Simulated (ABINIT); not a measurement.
# Quasiparticle gap of Diamond (Fd-3m, 2 atoms a cell) in ABINIT

Wanted: ground state, empty states, screening and self-energy for Diamond (Fd-3m, 2 atoms a cell).

Method: LDA and many-body steps on it, plane waves, in ABINIT 10.8.3.

**Experimental background.**

- Gap 5.5 eV: band gap, experimental literature value; bulk crystal (quoted in “Fermi level pinning by defects can explain the large reported carbon 1s binding energy variations in diamond”, 2019, arxiv:1902.02958).

- Gap 5.47 eV: experimental band gap used as input; bulk crystal (quoted in “Enhanced Electron Emission Performance and Air‐Surface Stability in ScO‐Terminated Diamond for Thermionic Energy Converters”, 2024, pmc:11600692).

**1. The starting structure**

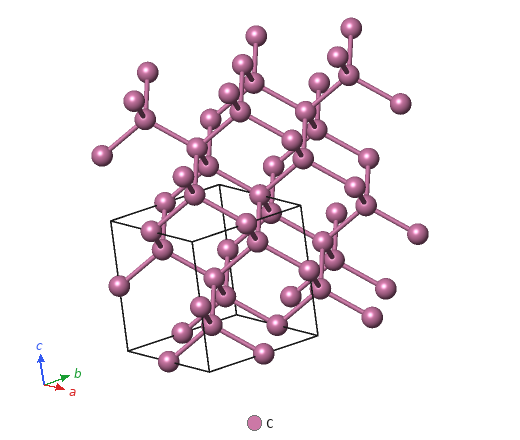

The cell as given, from a free direction (carbon pink). 1×2×2 cells are drawn. This picture shows the conventional cell, with its axes. Some periodic images of atoms are drawn too.

The cell and positions come from the Crystallography Open Database and are kept as given unless a step says otherwise.

**2. Ground state**

This step: ABINIT 10.8.3; DFT, LDA, plane waves, norm-conserving pseudopotentials.

The ground-state density comes first.

File run.abi:

```
acell 3*1.0 Angstrom
rprim 
  -0.000000000000 1.783370000000 1.783370000000
  1.783370000000 -0.000000000000 1.783370000000
  1.783370000000 1.783370000000 0.000000000000
ntypat 1
znucl 6
natom 2
typat 1 1
xred 
  -0.000000000000 0.000000000000 0.000000000000
  0.250000000000 0.250000000000 0.250000000000
pp_dirpath "pseudos"
pseudos "C.upf"
ecut 37
ngkpt 10 10 10
nshiftk 1
shiftk 0 0 0
kptopt 1
chksymbreak 0
nband 9
occopt 1
tolvrs 1e-10
nstep 60
prtwf 0
optforces 0
optstress 0
indata_prefix "in"
outdata_prefix "out"
tmpdata_prefix "tmp"
```

Run with:

```bash
$ OMP_NUM_THREADS=1 mpirun -n 4 abinit run.abi > log
```

Numbers of over 12 decimals in the logs are rounded to 6 here.

What it wrote:

```text
.Version 10.8.3 of ABINIT. v10.8.2 released Aug 2026.

 Symmetries : space group Fd -3 m (#227); Bravais cF (face-center cubic)
================================================================================
 Values of the parameters that define the memory need of the present run
     intxc =       0    ionmov =       0      iscf =       7    lmnmax =       4
     lnmax =       4     mgfft =      30  mpssoang =       2    mqgrid =    3001
     natom =       2  nloc_mem =       1    nspden =       1   nspinor =       1
    nsppol =       1      nsym =      48    n1xccc =    2501    ntypat =       1
    occopt =       1   xclevel =       1
-    mband =           9        mffmem =           1         mkmem =          12
       mpw =         845          nfft =       27000          nkpt =          47
================================================================================
  Rough estimation (10% accuracy) of disk space for files :
================================================================================

--------------------------------------------------------------------------------
------------- Echo of variables that govern the present computation ------------
--------------------------------------------------------------------------------
 -outvars: echo values of preprocessed input variables --------
            acell      1.8897261259E+00  1.8897261259E+00  1.8897261259E+00 Bohr

      chksymbreak           0
             ecut      3.70000000E+01 Hartree
-          fftalg         312

              ixc       -1012
              kpt      0.00000000E+00  0.00000000E+00  0.00000000E+00
                       1.00000000E-01  0.00000000E+00  0.00000000E+00
                       2.00000000E-01  0.00000000E+00  0.00000000E+00
                       3.00000000E-01  0.00000000E+00  0.00000000E+00
                       4.00000000E-01  0.00000000E+00  0.00000000E+00
                       5.00000000E-01  0.00000000E+00  0.00000000E+00
                       1.00000000E-01  1.00000000E-01  0.00000000E+00
                       2.00000000E-01  1.00000000E-01  0.00000000E+00
                       3.00000000E-01  1.00000000E-01  0.00000000E+00
   [... 36 further rows ...]
                      -3.00000000E-01  4.00000000E-01  2.00000000E-01
                      -3.00000000E-01  5.00000000E-01  2.00000000E-01
         kptrlatt       10    0    0      0   10    0      0    0   10
          kptrlen      4.76601409E+01
P           mkmem          12
            natom           2
            nband           9
            ngfft          30      30      30
             nkpt          47
            nstep          60
             nsym          48
           ntypat           1
              occ      2.000000  2.000000  2.000000  2.000000  0.000000  0.000000
[...]
optforces           0
        optstress           0
            prtwf           0
            rprim     -0.0000000000E+00  1.7833700000E+00  1.7833700000E+00
[...]
spgroup         227

           tolvrs      1.00000000E-10

             xred      0.0000000000E+00  0.0000000000E+00  0.0000000000E+00
[...]
znucl        6.00000

================================================================================

 chkinp: Checking input parameters for consistency.

================================================================================
== DATASET  1 ==================================================================
-   mpi_nproc: 4, omp_nthreads: 1 (-1 if OMP is not activated)

--- !DatasetInfo
iteration_state: {dtset: 1, }
dimensions: {natom: 2, nkpt: 47, mband: 9, nsppol: 1, nspinor: 1, nspden: 1, mpw: 845, }
cutoff_energies: {ecut:  37.0, pawecutdg:  -1.0, }
electrons: {nelect:   8.00000000E+00, charge:   0.00000000E+00, occopt:   1.00000000E+00, tsmear:   1.00000000E-02, }

 Real(R)+Recip(G) space primitive vectors, cartesian coordinates (Bohr,Bohr^-1):
 R(1)=  0.0000000  3.3700809  3.3700809  G(1)= -0.1483644  0.1483644  0.1483644
 R(2)=  3.3700809  0.0000000  3.3700809  G(2)=  0.1483644 -0.1483644  0.1483644
 R(3)=  3.3700809  3.3700809  0.0000000  G(3)=  0.1483644  0.1483644 -0.1483644
 Unit cell volume ucvol=  7.6551017E+01 bohr^3
 Angles (23,13,12)=  6.00000000E+01  6.00000000E+01  6.00000000E+01 degrees

 getcut: wavevector=  0.0000  0.0000  0.0000  ngfft=  30  30  30
         ecut(hartree)=     37.000   => boxcut(ratio)=   2.30135

 getcut : COMMENT -
  Note that boxcut > 2.2 ; recall that boxcut=Gcut(box)/Gcut(sphere) = 2
  is sufficient for exact treatment of convolution.
  Such a large boxcut is a waste : you could raise ecut
  e.g. ecut=   48.989798 Hartrees makes boxcut=2

--- Pseudopotential description ------------------------------------------------
- C Generated using ONCVPSP code by D. R. Hamann
-  6.00000   4.00000  180309                  znucl, zion, pspdat
12 -1012 1 -1 1234                            pspcod,pspxc,lmax,lloc,mmax
     nproj     2     2
  pspatm : epsatm=    4.35103003
         --- l  ekb(1:nproj) -->
[...]
1   -4.185684   -0.892924
 pspatm: atomic psp has been read  and splines computed

   6.96164805E+01                                ecore*ucvol(ha*bohr**3)
--------------------------------------------------------------------------------

_setup2: Arith. and geom. avg. npw (full set) are     822.485     822.457

================================================================================

--- !BeginCycle
iteration_state: {dtset: 1, }
solver: {iscf: 7, nstep: 60, nline: 4, wfoptalg: 0, }
tolerances: {tolvrs: 1.00E-10, }

     iter   Etot(hartree)      deltaE(h)  residm     vres2
 ETOT  1  -12.045968769782    -1.205E+01 1.523E-01 7.209E+01
 ETOT  2  -12.063805947232    -1.784E-02 6.665E-03 2.061E-01
 ETOT  3  -12.063825716639    -1.977E-05 3.224E-03 6.572E-03
 ETOT  4  -12.063826148751    -4.321E-07 1.602E-03 5.775E-06
 ETOT  5  -12.063826149108    -3.574E-10 1.268E-03 5.807E-09
 ETOT  6  -12.063826149108     1.030E-13 1.212E-03 4.572E-11

 At SCF step    6       vres2   =  4.57E-11 < tolvrs=  1.00E-10 =>converged.

--- !ResultsGS
iteration_state: {dtset: 1, }
comment   : Summary of ground state results
lattice_vectors:
- [ -0.0000000,   3.3700809,   3.3700809, ]
- [  3.3700809,  -0.0000000,   3.3700809, ]
- [  3.3700809,   3.3700809,   0.0000000, ]
lattice_lengths: [   4.76601,    4.76601,    4.76601, ]
lattice_angles: [ 60.000,  60.000,  60.000, ] # degrees, (23, 13, 12)
lattice_volume:   7.6551017E+01
convergence: {deltae:  1.030E-13, res2:  4.572E-11, residm:  1.212E-03, diffor:  0.000E+00, }
etotal    :  -1.20638261E+01
entropy   :   0.00000000E+00
fermie    :   3.68790911E-01
cartesian_stress_tensor: null
pressure_GPa: null
xred      :
- [  0.0000E+00,   0.0000E+00,   0.0000E+00,  C]
- [  2.5000E-01,   2.5000E-01,   2.5000E-01,  C]
cartesian_forces: null
force_length_stats: {min: null, max: null, mean: null, }

 Integrated electronic density in atomic spheres:
 ------------------------------------------------
 Atom  Sphere_radius  Integrated_density
    1        2.00000          4.69161343
    2        2.00000          4.65376417
================================================================================

 ----iterations are completed or convergence reached----

 Mean square residual over all n,k,spin=   61.993E-07; max=  12.116E-04
 reduced coordinates (array xred) for    2 atoms
       0.000000000000      0.000000000000      0.000000000000
       0.250000000000      0.250000000000      0.250000000000
 rms dE/dt=  0.0000E+00; max dE/dt=  0.0000E+00; dE/dt below (all hartree)
    1       0.000000000000      0.000000000000      0.000000000000
    2       0.000000000000      0.000000000000      0.000000000000

 cartesian coordinates (angstrom) at end:
    1      0.000000     0.000000     0.000000
    2      0.891685     0.891685     0.891685
 length scales=  1.889726125908  1.889726125908  1.889726125908 bohr
              =  1.000000000000  1.000000000000  1.000000000000 angstroms
 prteigrs : about to open file out_EIG
 Fermi (or HOMO) energy (hartree) =   0.36879   Average Vxc (hartree)=  -0.50413
 Eigenvalues (hartree) for nkpt=  47  k points:
 kpt#   1, nband=  9, wtk=  0.00100, kpt=  0.0000  0.0000  0.0000 (reduced coord)
  -0.41574    0.36879    0.36879    0.36879    0.57315    0.57315    0.57315    0.86555
   1.06680
 prteigrs : prtvol=0 or 1, do not print more k-points.

--- !EnergyTerms
iteration_state     : {dtset: 1, }
comment             : Components of total free energy in Hartree
kinetic             :  8.52275355347911E+00
hartree             :  9.56771026470832E-01
xc                  : -4.33221440732825E+00
Ewald energy        : -1.27873442426994E+01
psp_core            :  9.09412870299240E-01
local_psp           : -4.68051972096022E+00
non_local_psp       : -6.52685228369418E-01
total_energy        : -1.20638261491081E+01
total_energy_eV     : -3.28273432947746E+02
band_energy         :  3.27132636195771E-01

== END DATASET(S) ==============================================================
================================================================================

 -outvars: echo values of variables after computation  --------
           etotal     -1.2063826149E+01
            nband           9
             nkpt          47
          spgroup         227
 [... the other variables as echoed above ...]

 Calculation completed.
```

Run time: 3 s. Hardware: 4 MPI ranks of Arm Neoverse V2, shared host; peak memory 0.22 GiB; 12 s of CPU time.

This step gave:

```
total energy               : -328.2734 eV
gap                        : 4.179 eV
k of the valence top       : 0, 0, 0
k of the conduction bottom : 0.4, 0.4, 0
least direct gap           : 5.561 eV
```

The gap is indirect, with the least direct gap 1.38 eV higher.

**3. Bands along the symmetry lines**

The cheap functional maps the bands first; the places of the edges decide which points the dearer methods must see.

File run.abi:

```
acell 3*1.0 Angstrom
rprim 
  -0.000000000000 1.783370000000 1.783370000000
  1.783370000000 -0.000000000000 1.783370000000
  1.783370000000 1.783370000000 0.000000000000
ntypat 1
znucl 6
natom 2
typat 1 1
xred 
  -0.000000000000 0.000000000000 0.000000000000
  0.250000000000 0.250000000000 0.250000000000
pp_dirpath "pseudos"
pseudos "C.upf"
ecut 37
iscf -2
irdden 1
kptopt 0
nkpt 50
kpt 
  0.00000000 0.00000000 0.00000000
  0.06250000 0.00000000 0.06250000
  0.12500000 0.00000000 0.12500000
  0.18750000 0.00000000 0.18750000
  0.25000000 0.00000000 0.25000000
  0.31250000 0.00000000 0.31250000
  0.37500000 0.00000000 0.37500000
  0.43750000 0.00000000 0.43750000
  0.50000000 0.00000000 0.50000000
  0.51562500 0.03125000 0.51562500
  0.53125000 0.06250000 0.53125000
  0.54687500 0.09375000 0.54687500
  0.56250000 0.12500000 0.56250000
  0.57812500 0.15625000 0.57812500
  0.59375000 0.18750000 0.59375000
  0.60937500 0.21875000 0.60937500
  0.62500000 0.25000000 0.62500000
  0.37500000 0.37500000 0.75000000
  0.32812500 0.32812500 0.65625000
  0.28125000 0.28125000 0.56250000
  0.23437500 0.23437500 0.46875000
  0.18750000 0.18750000 0.37500000
  0.14062500 0.14062500 0.28125000
  0.09375000 0.09375000 0.18750000
  0.04687500 0.04687500 0.09375000
  0.00000000 0.00000000 0.00000000
  0.06250000 0.06250000 0.06250000
  0.12500000 0.12500000 0.12500000
  0.18750000 0.18750000 0.18750000
  0.25000000 0.25000000 0.25000000
  0.31250000 0.31250000 0.31250000
  0.37500000 0.37500000 0.37500000
  0.43750000 0.43750000 0.43750000
  0.50000000 0.50000000 0.50000000
  0.50000000 0.46875000 0.53125000
  0.50000000 0.43750000 0.56250000
  0.50000000 0.40625000 0.59375000
  0.50000000 0.37500000 0.62500000
  0.50000000 0.34375000 0.65625000
  0.50000000 0.31250000 0.68750000
  0.50000000 0.28125000 0.71875000
  0.50000000 0.25000000 0.75000000
  0.50000000 0.21875000 0.71875000
  0.50000000 0.18750000 0.68750000
  0.50000000 0.15625000 0.65625000
  0.50000000 0.12500000 0.62500000
  0.50000000 0.09375000 0.59375000
  0.50000000 0.06250000 0.56250000
  0.50000000 0.03125000 0.53125000
  0.50000000 0.00000000 0.50000000
istwfk *1
nband 11
nbdbuf 2
tolwfr 1e-08
nstep 40
prtwf 0
prtvol 0
indata_prefix "in"
outdata_prefix "out"
tmpdata_prefix "tmp"
```

What it wrote:

```text
.Version 10.8.3 of ABINIT. v10.8.2 released Aug 2026.

 Symmetries : space group Fd -3 m (#227); Bravais cF (face-center cubic)
[... echo of the input left out ...]
== DATASET  1 ==================================================================
-   mpi_nproc: 4, omp_nthreads: 1 (-1 if OMP is not activated)

--- !DatasetInfo
iteration_state: {dtset: 1, }
dimensions: {natom: 2, nkpt: 50, mband: 11, nsppol: 1, nspinor: 1, nspden: 1, mpw: 869, }
cutoff_energies: {ecut:  37.0, pawecutdg:  -1.0, }
electrons: {nelect:   8.00000000E+00, charge:   0.00000000E+00, occopt:   1.00000000E+00, tsmear:   1.00000000E-02, }

 Real(R)+Recip(G) space primitive vectors, cartesian coordinates (Bohr,Bohr^-1):
 R(1)=  0.0000000  3.3700809  3.3700809  G(1)= -0.1483644  0.1483644  0.1483644
 R(2)=  3.3700809  0.0000000  3.3700809  G(2)=  0.1483644 -0.1483644  0.1483644
 R(3)=  3.3700809  3.3700809  0.0000000  G(3)=  0.1483644  0.1483644 -0.1483644
 Unit cell volume ucvol=  7.6551017E+01 bohr^3
 Angles (23,13,12)=  6.00000000E+01  6.00000000E+01  6.00000000E+01 degrees

 getcut: wavevector=  0.0000  0.0000  0.0000  ngfft=  30  30  30
         ecut(hartree)=     37.000   => boxcut(ratio)=   2.30135

 getcut : COMMENT -
  Note that boxcut > 2.2 ; recall that boxcut=Gcut(box)/Gcut(sphere) = 2
  is sufficient for exact treatment of convolution.
  Such a large boxcut is a waste : you could raise ecut
  e.g. ecut=   48.989798 Hartrees makes boxcut=2

--- Pseudopotential description ------------------------------------------------
- C Generated using ONCVPSP code by D. R. Hamann
-  6.00000   4.00000  180309                  znucl, zion, pspdat
12 -1012 1 -1 1234                            pspcod,pspxc,lmax,lloc,mmax
     nproj     2     2
  pspatm : epsatm=    4.35103003
         --- l  ekb(1:nproj) -->
             0    6.431505    0.400560
             1   -4.185684   -0.892924
 pspatm: atomic psp has been read  and splines computed

--------------------------------------------------------------------------------

================================================================================
 prteigrs : about to open file out_EIG
 Non-SCF case, kpt    1 (  0.00000  0.00000  0.00000), residuals and eigenvalues=
  1.01E-09  2.01E-09  2.78E-09  1.61E-09  3.91E-09  4.62E-09  7.77E-09  5.68E-09
  2.62E-09  8.21E-05  5.47E-04
 -4.1574E-01  3.6879E-01  3.6879E-01  3.6879E-01  5.7315E-01  5.7315E-01
  5.7315E-01  8.6555E-01  1.0668E+00  1.3609E+00  1.3699E+00
 Non-SCF case, kpt    2 (  0.06250  0.00000  0.06250), residuals and eigenvalues=
  7.07E-10  1.03E-09  7.31E-09  2.43E-09  1.46E-09  7.74E-09  2.12E-09  3.46E-09
[...]
-4.1044E-01  3.4838E-01  3.4838E-01  3.5638E-01  5.6912E-01  5.9797E-01
  5.9797E-01  8.6808E-01  1.0758E+00  1.2349E+00  1.3772E+00
 Non-SCF case, kpt    3 (  0.12500  0.00000  0.12500), residuals and eigenvalues=
  6.87E-09  1.20E-09  6.56E-09  4.02E-09  1.91E-09  4.38E-09  4.97E-09  4.40E-09
[...]
-3.9460E-01  3.0522E-01  3.0522E-01  3.2169E-01  5.5851E-01  6.5418E-01
  6.5418E-01  8.6174E-01  1.1003E+00  1.1337E+00  1.3876E+00
[...]
Non-SCF case, kpt   49 (  0.50000  0.03125  0.53125), residuals and eigenvalues=
[...]
-9.4673E-02 -9.4673E-02  1.3364E-01  1.3364E-01  5.4914E-01  5.4914E-01
  9.7696E-01  9.7696E-01  1.2075E+00  1.2075E+00  1.5512E+00
 Non-SCF case, kpt   50 (  0.50000  0.00000  0.50000), residuals and eigenvalues=
[...]
-9.5552E-02 -9.5552E-02  1.3663E-01  1.3663E-01  5.4369E-01  5.4369E-01
  9.7942E-01  9.7942E-01  1.2106E+00  1.2106E+00  1.5571E+00

--- !ResultsGS
iteration_state: {dtset: 1, }
comment   : Summary of ground state results
lattice_vectors:
- [ -0.0000000,   3.3700809,   3.3700809, ]
- [  3.3700809,  -0.0000000,   3.3700809, ]
- [  3.3700809,   3.3700809,   0.0000000, ]
lattice_lengths: [   4.76601,    4.76601,    4.76601, ]
lattice_angles: [ 60.000,  60.000,  60.000, ] # degrees, (23, 13, 12)
lattice_volume:   7.6551017E+01
convergence: {deltae:  0.000E+00, res2:  0.000E+00, residm:  9.912E-09, diffor:  0.000E+00, }
etotal    :  -1.20638261E+01
entropy   :   0.00000000E+00
fermie    :   3.68790911E-01
cartesian_stress_tensor: null
pressure_GPa: null
xred      :
- [  0.0000E+00,   0.0000E+00,   0.0000E+00,  C]
- [  2.5000E-01,   2.5000E-01,   2.5000E-01,  C]
cartesian_forces: null
force_length_stats: {min: null, max: null, mean: null, }

 Integrated electronic density in atomic spheres:
 ------------------------------------------------
 Atom  Sphere_radius  Integrated_density
[...]
================================================================================

 ----iterations are completed or convergence reached----

 Mean square residual over all n,k,spin=   37.366E-10; max=  99.124E-10
 reduced coordinates (array xred) for    2 atoms
[...]
cartesian coordinates (angstrom) at end:
    1      0.000000     0.000000     0.000000
    2      0.891685     0.891685     0.891685
 length scales=  1.889726125908  1.889726125908  1.889726125908 bohr
              =  1.000000000000  1.000000000000  1.000000000000 angstroms
 prteigrs : about to open file out_EIG
 Eigenvalues (hartree) for nkpt=  50  k points:
 kpt#   1, nband= 11, wtk=  1.00000, kpt=  0.0000  0.0000  0.0000 (reduced coord)
[...]
kpt#   2, nband= 11, wtk=  1.00000, kpt=  0.0625  0.0000  0.0625 (reduced coord)
[...]
kpt#   3, nband= 11, wtk=  1.00000, kpt=  0.1250  0.0000  0.1250 (reduced coord)
[...]
kpt#  49, nband= 11, wtk=  1.00000, kpt=  0.5000  0.0313  0.5313 (reduced coord)
  -0.09467   -0.09467    0.13364    0.13364    0.54914    0.54914    0.97696    0.97696
   1.20749    1.20749    1.55122
 kpt#  50, nband= 11, wtk=  1.00000, kpt=  0.5000  0.0000  0.5000 (reduced coord)
  -0.09555   -0.09555    0.13663    0.13663    0.54369    0.54369    0.97942    0.97942
   1.21064    1.21064    1.55712

== END DATASET(S) ==============================================================
================================================================================

 -outvars: echo values of variables after computation  --------
            nband          11
             nkpt          50
          spgroup         227
 [... the other variables as echoed above ...]

 Calculation completed.
```

It took 2.4 s on 4 MPI ranks; peak memory 0.07 GiB; 9.3 s of CPU time.

This step gave:

```yaml
gap: 4.142 eV
k_of_the_valence_top: 0, 0, 0
k_of_the_conduction_bottom: 0.375, 0, 0.375
least_direct_gap: 5.561 eV
```

The gap is 4.142 eV, −0.036 eV from the run before at this level.

Electronic bands along the path, in eV, zero at the top of the highest filled band; v1 is the highest filled band, c1 the lowest empty one:

```
    point      v4      v3     v2     v1     c1     c2     c3     c4
        Γ  -21.35    0.00   0.00   0.00   5.56   5.56   5.56  13.52
        X  -12.64  -12.64  -6.32  -6.32   4.76   4.76  16.62  16.62
        U  -12.79  -11.61  -9.38  -5.38   5.67  10.70  14.24  15.52
jump to K  -12.79  -11.61  -9.38  -5.38   5.67  10.70  14.24  15.52
        Γ  -21.35    0.00   0.00   0.00   5.56   5.56   5.56  13.52
        L  -15.51  -13.39  -2.81  -2.81   8.43   8.43   9.04  15.40
        W  -11.80  -11.80  -8.38  -8.38  10.50  10.50  12.35  12.35
        X  -12.64  -12.64  -6.32  -6.32   4.76   4.76  16.62  16.62
```

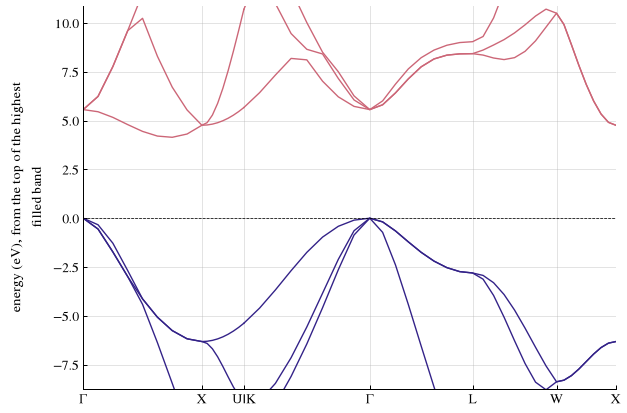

Electronic bands along the path; lines of filled and empty bands in two colours.

(Part 1 of 2 ends here.)

[Paths, hosts, dates, memory and timing lines, banners, echoed tables and standing remarks are left out of the program output.]

[Logs are printed without paths, hosts, clocks, repeated set-up lines and the standing remarks that a program may print on its own settings, such as how far it seeks lower states.]

[Runs of the session that timed out or met a known fault of the program may be left out.]

[Hosts, paths, dates, database ids (printed as entryN), source tags and the programs' standing remarks are cut or masked in the printed files.]

[G0W0 gaps are taken among the corrected bands and points alone; a level outside them can change the order at an edge.]

[Where Ansatz stands beside ABINIT at settings called matched, ABINIT's density can come from a denser mesh and the files from another edition; pairs whose starting gaps differed by over 0.03 eV were left out, so agreement reads better than it is.]
